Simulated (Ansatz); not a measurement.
Consider CH₆BClOSi.

```yaml
atoms:
  - { symbol: B, position_ang: [-0.6443, 1.5466, 0.0599] }
  - { symbol: C, position_ang: [-0.3891, 0.0227, 0.3358] }
  - { symbol: O, position_ang: [-1.2998, -0.6487, 1.0466] }
  - { symbol: Si, position_ang: [1.2380, -0.8771, -0.2133] }
  - { symbol: Cl, position_ang: [-1.2213, 0.6238, -1.7327] }
  - { symbol: H, position_ang: [-1.6107, 2.0348, 0.5591] }
  - { symbol: H, position_ang: [0.3165, 2.2121, -0.1936] }
  - { symbol: H, position_ang: [-1.2042, -1.6234, 1.0537] }
  - { symbol: H, position_ang: [2.1014, -0.9246, 1.0178] }
  - { symbol: H, position_ang: [1.9047, -0.1366, -1.3186] }
  - { symbol: H, position_ang: [0.8742, -2.2869, -0.5943] }
```

The calculation used Ansatz, RKS PBE0-D4/6-31G.

Question: What will maps of the electron density and electron localisation function show?

Answer: C–O (1.34 Å): ρ is about 2.2 e/Å³ halfway; the ELF peaks at about 0.85 between the atoms, as expected for a shared but strongly polarised pair.
C–B (1.57 Å): the density is about 1.3 e/Å³ at the midpoint; the ELF peaks at about 1 between the atoms; localised, covalent bonding.
C–Si (1.94 Å): ρ at the midpoint is about 0.78 e/Å³; the ELF peaks at about 0.95 between the atoms: a covalent bond.
O–H (0.98 Å): the density is about 3.4 e/Å³ at the midpoint; the ELF climbs to about 1 towards the hydrogen, as it does in any bond to H (a covalent bond by its length).

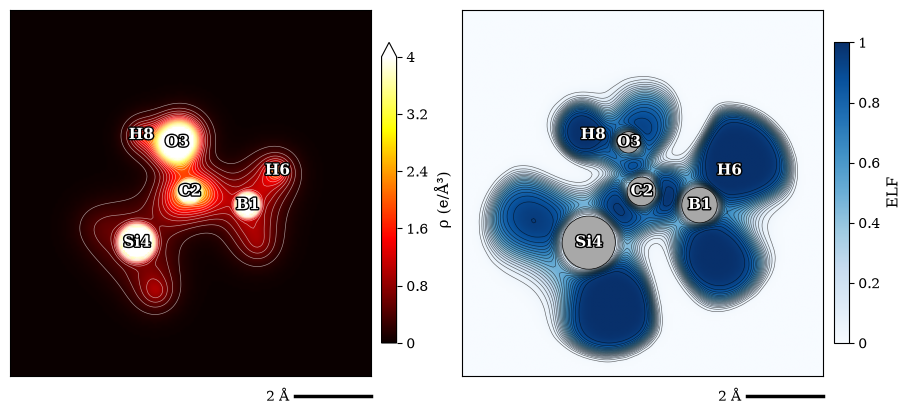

Computed electron density and electron localisation function on the plane of atoms B1, C2 and O3, in this order. Grey discs cover the atomic cores in the ELF map. 
